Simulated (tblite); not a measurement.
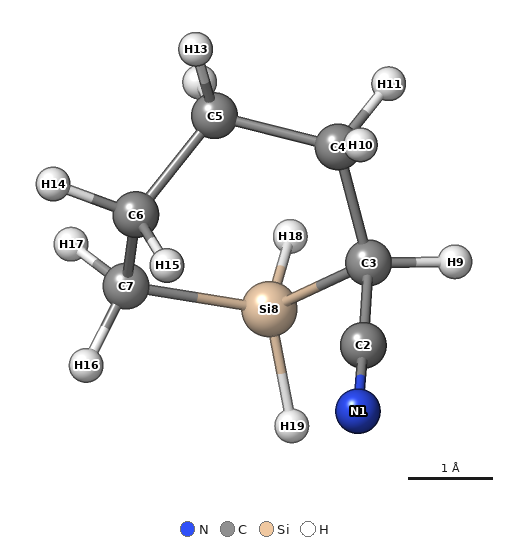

Figure 1. The input geometry (ball-and-stick view, seen at a tilt; atoms are numbered from 1 in the order of the input).

Nudged elastic band of C$_{6}$H$_{11}$NSi

System: C$_{6}$H$_{11}$NSi.
Method: GFN2-xTB climbing-image nudged elastic band, gas phase (tblite 0.8.0).

Input
```
{"job": {"xc": "GFN2-xTB", "basis": "xTB", "kind": "neb"}, "charge": 0, "multiplicity": 1}
N      1.786612     1.086291    -2.278081
C      1.560347     0.928963    -1.166176
C      1.262850     0.722152     0.218678
C      1.249623    -0.785126     0.540758
C     -0.136142    -1.434997     0.459543
C     -0.982084    -0.896530    -0.693848
C     -1.656965     0.424701    -0.312507
Si    -0.426015     1.565368     0.581879
H      2.060523     1.210004     0.785957
H      1.924196    -1.296259    -0.152855
H      1.646675    -0.933071     1.547289
H     -0.677764    -1.266658     1.394265
H     -0.000898    -2.513498     0.350932
H     -1.746085    -1.629850    -0.963158
H     -0.347419    -0.749842    -1.570040
H     -2.054360     0.901656    -1.208966
H     -2.513248     0.216769     0.331379
H     -0.608613     1.572126     2.039149
H     -0.410956     2.932607     0.061062
```

The first line tells a small driver script what to run in tblite; the rest is the geometry in Å.

Run on 1 CPU thread, shared host.

Command:
```bash
OMP_NUM_THREADS=1 python <driver script> task.json out
```

Log
```
image   E - E0 / eV
  0       0.0000
  1       0.0341
  2       0.0517
  3       0.0288
  4      -0.0377
  5      -0.1099
  6      -0.1435
```

Results in brief

| quantity | value |
| --- | --- |
| outcome | converged |
| forward barrier | 0.052 eV |
| wall time | 1.9 s |
| peak memory | 0.2 GiB |
